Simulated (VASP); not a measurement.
Band structure of AgCl (rock salt). Calculation: PBEsol GGA, VASP's PBE PAW potentials (set 64) (plane waves; VASP).

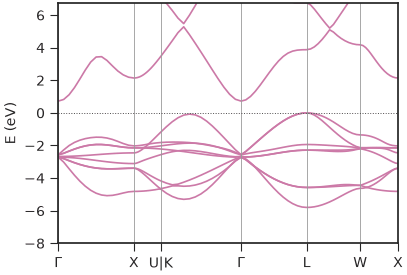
Fig. 1. Bands along high-symmetry lines, zero at the valence-band maximum or, without a gap, the Fermi level

Read the plot: is there a gap, and where are the band edges?

The gap is indirect, 0.72 eV, from the valence maximum at L to the conduction minimum at Γ. (Edges off the drawn lines would not show.)

The compound is AgCl in the rock salt structure. It was relaxed first, which changed the volume by -6 %.
